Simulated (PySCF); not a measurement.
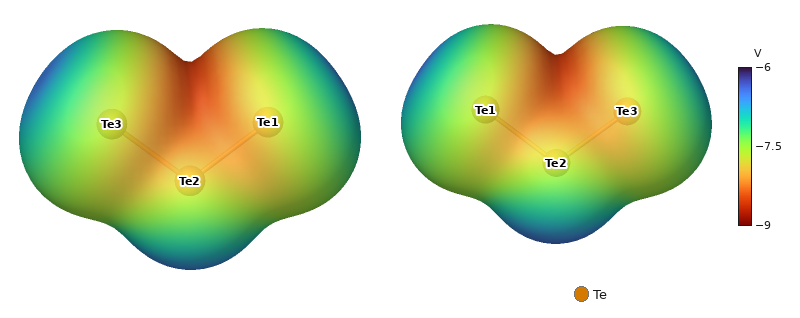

[Te3]2- (Te3, charge −2). Electrostatic potential on the surface of electron density 0.001 a.u. (back view left, front view right).

Computed with PySCF, PBE0/def2-SVPD, geometry: GFN2-xTB. Core potentials replace the inner electrons of Te; spin–orbit coupling isn't included. The highest occupied orbitals have positive energy: in the gas phase this ion holds its electrons only through the finite basis. This is a single-reference result, which may miss multireference character in this system. No frequency check shows the geometry to be a minimum. GFN2-xTB bond lengths at metals and heavier atoms can be off by up to 0.1 Å and shapes distorted, which carries into these values.

The calculation's input:

```python
import numpy as np
from pyscf import gto, scf, dft
from pyscf.scf import atom_ks, atom_hf
from scipy.linalg import block_diag

def solve(mol, dm0=None, hcore=None):
    mf = (dft.UKS if mol.spin else dft.RKS)(mol, xc='pbe0')
    mf.grids.level = 3
    mf = mf.density_fit(auxbasis='def2-universal-jkfit')
    mf.conv_tol, mf.max_cycle = 1e-8, 80
    if hcore is not None:
        mf.get_hcore = lambda *args: hcore
    mf.kernel(dm0)
    if not mf.converged:
        mf = mf.newton().run(mf.mo_coeff, mf.mo_occ, max_cycle=30)
    assert mf.converged, 'SCF not converged'
    return mf

mol = gto.M(atom='''
Te     2.22391    -0.54775     0.00000
Te     0.00013     1.09541     0.00000
Te    -2.22403    -0.54766     0.00000
''', basis='def2-svpd', ecp={'Te': 'def2-svpd'}, charge=-2, spin=0, verbose=4)
mf = solve(mol)
mf.analyze()
# spherically averaged free atoms, for the promolecule
atom_ks.AtomSphAverageRKS.init_guess_by_vsap = lambda self, mol=None: self.init_guess_by_minao(mol)  # core potentials
atm = atom_ks.get_atm_nrks(mol, xc='pbe0')
pro = block_diag(*[(atm[a[0]][2] * atm[a[0]][3]) @ atm[a[0]][2].T for a in mol._atom])
np.savez('result.npz', e=mf.e_tot, c=mf.mo_coeff, occ=mf.mo_occ, eps=mf.mo_energy, pro=pro, dip=mf.dip_moment(verbose=0), s2=mf.spin_square()[0])
```

Command:

```sh
OMP_NUM_THREADS=1 python input.py
```

The run took 6.2 s on 1 thread of Intel(R) Xeon(R) 6975P-C (Granite Rapids) (shared host), peak memory 0.4 GiB.

Partitions, critical points and surface values were worked out afterwards from this run's density.

Question: Where are the extremes of the potential on the surface?

Answer: Highest: −6.48 V, 2.5 Å from Te2. Lowest: −8.55 V, 2.7 Å from Te1. The surface is sampled at points, so like sites can differ by a few per cent and only the strongest of them is named.

Question: What volume does the surface enclose?

Answer: About 196 Å³.
